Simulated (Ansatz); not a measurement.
**Single-point calculation, with input and output: CH8SeSi**

The run: single-point calculation of CH8SeSi. Method and program: RKS PBE0-D4/def2-TZVPP (Ansatz 0.2.0).

The geometry is the product side of a reaction. The reaction was set up to form Si1–Se7 and C2–H6 and to break Si1–C2 and H6–Se7 (atoms counted from 1 in the order of the input); sticks are drawn by distance alone. The geometry comes from this level: PBE0-D4/def2-TZVP.

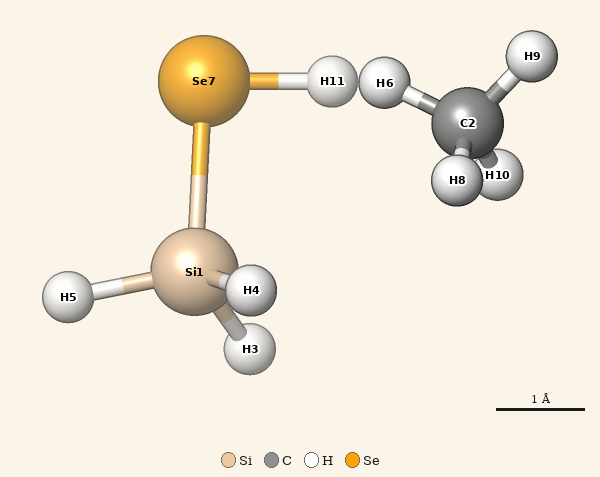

*The structure (ball-and-stick view, seen at a tilt; atoms are numbered from 1 in the order of the input).*

Bond lengths as drawn: C–H 1.09 Å, H–Se 1.47 Å, H–Si 1.48 Å and Se–Si 2.28 Å.

## Results in brief

```tsv
quantity	value
outcome	converged
total energy	−74383.5769 eV
mean-field energy	−74383.4278 eV
dispersion energy	−0.1491 eV
SCF solution under orbital rotations	stable
HOMO	−7.11 eV
LUMO	−0.10 eV
hardware	4 threads of Arm Neoverse V1, 23 GiB of memory available, shared host
wall time	2.5 s (CPU time 9.1 s)
peak memory	0.56 GiB
```

## The input
```yaml
crystal:
  periodic: [false, false, false]
  atoms:
    - {symbol: Si, position_ang: [-0.867867, 1.763450, -0.761388]}
    - {symbol: C, position_ang: [0.412950, -1.852978, 1.032405]}
    - {symbol: H, position_ang: [-1.501720, 1.402258, -2.054017]}
    - {symbol: H, position_ang: [-1.336885, 0.827035, 0.289799]}
    - {symbol: H, position_ang: [-1.220315, 3.156455, -0.395029]}
    - {symbol: H, position_ang: [0.888912, -0.877599, 1.131337]}
    - {symbol: Se, position_ang: [1.405541, 1.767639, -0.927336]}
    - {symbol: H, position_ang: [-0.413254, -1.927396, 1.739016]}
    - {symbol: H, position_ang: [1.140835, -2.636919, 1.240280]}
    - {symbol: H, position_ang: [0.030595, -1.973487, 0.018382]}
    - {symbol: H, position_ang: [1.461210, 0.351443, -1.313449]}
basis:
  gaussian: {orbitals: def2-TZVPP}
hamiltonian: {xc: pbe0, dispersion: d4}
output: {orbitals: {seedname: orbitals}}
```

Run as:
```bash
ansatz run in.yaml --threads 4 --pin off --events-out ev --progress --plain --max-ram 9574MiB
```

## Output
```
Functional definition: PBE0
  name "PBE0"
  cite "Adamo & Barone, J. Chem. Phys. 110, 6158 (1999) doi:10.1063/1.478522"
  cite "Perdew, Burke & Ernzerhof, Phys. Rev. Lett. 77, 3865 (1996) doi:10.1103/PhysRevLett.77.3865"
  parent pbe
  parameter a = 0.25
  parameter kappa = 0.804
  parameter beta = 0.06672455060314922
  exchange = (1 - a)*pbe_x(kappa = kappa, mu = beta*pi^2/3) + a*exact_x
  correlation = pbe_c(beta = beta)
1355 factors; their error is unknown
mean field evaluation 1: about -74378.1739 eV, gradient 4.6e1 eV
mean field evaluation 2: about -74377.7113 eV, gradient 4.5e1 eV
mean field evaluation 4: about -74383.0066 eV, gradient 5.7e-1 eV
mean field evaluation 8: about -74383.4278 eV, gradient 9.4e-2 eV
mean field -74383.42780560 eV, -2733.5405529575 hartree, gradient 5.0e-5 eV, S^2 0.000000; 0 other end points of the search recorded, 0 dependent functions left out
reference -74383.42784087 eV, -2733.5405542538 hartree; 31, 31 occupied and 202, 202 virtual orbitals, 1355 factors
Total energy: -74383.57694986 eV, -2733.5460339081 hartree
```

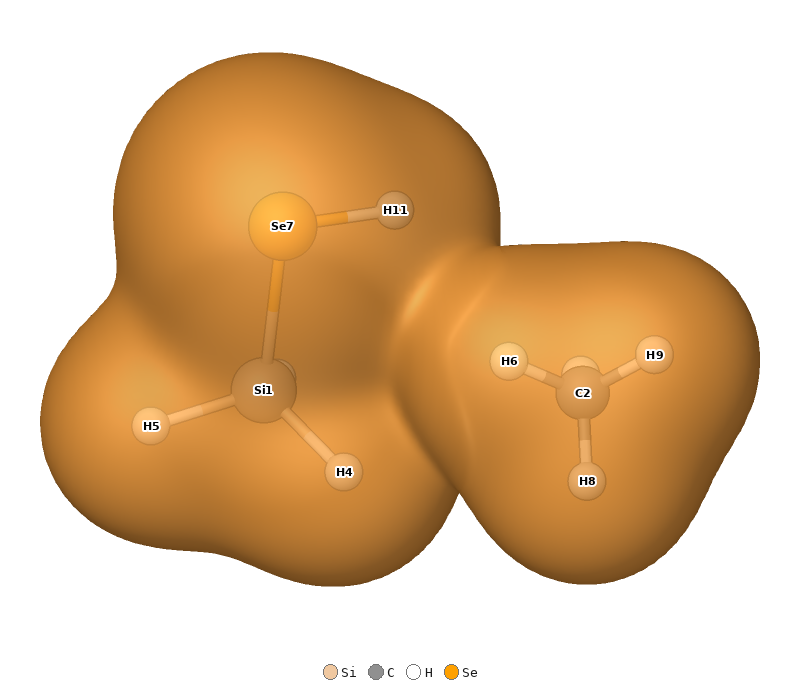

*Isosurface of the electron density at 0.01 e/Å³ (orange), seen at a tilt.*

At this value the surface is in one piece. On the grid the lowest density along these lines, outside the cores, is 0.02 e/Å³ (C···Si, 4.24 Å), 0.61 e/Å³ (Si–Se, 2.28 Å), 1.9 e/Å³ (C–H, 1.09 Å) and 1.2 e/Å³ (Se–H, 1.47 Å).

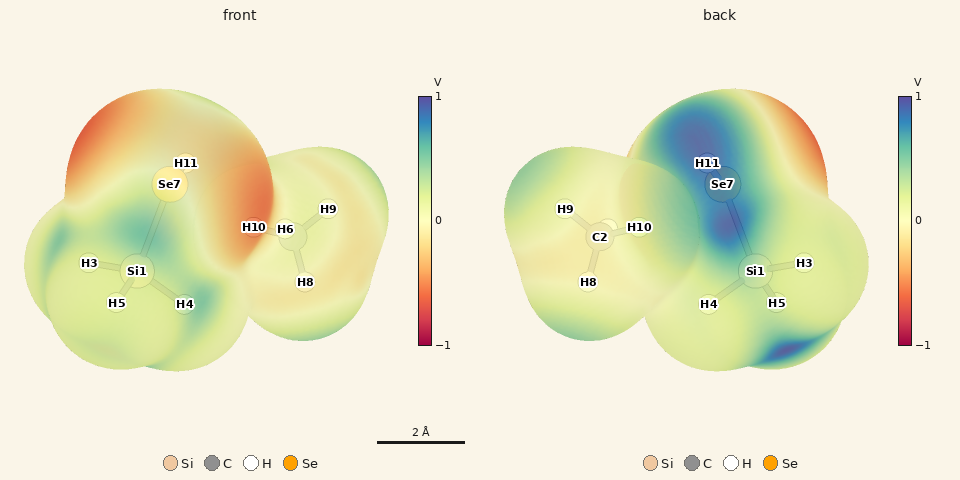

*The molecular electrostatic potential painted on the density surface at 0.001 e/bohr³, seen at a tilt and from behind; red is negative and blue positive.*

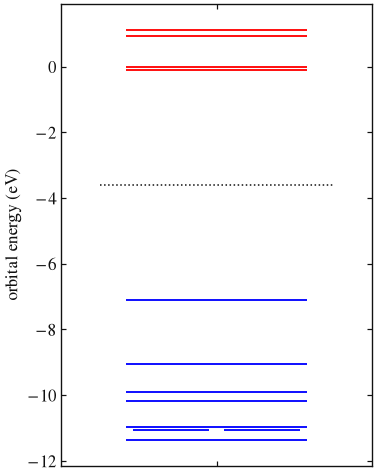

*Orbital energies near the frontier; the dotted line parts filled from empty levels, and levels within 0.02 eV of each other stand side by side.*

Highest filled −7.11 eV, lowest empty −0.10 eV, 7.01 eV apart.
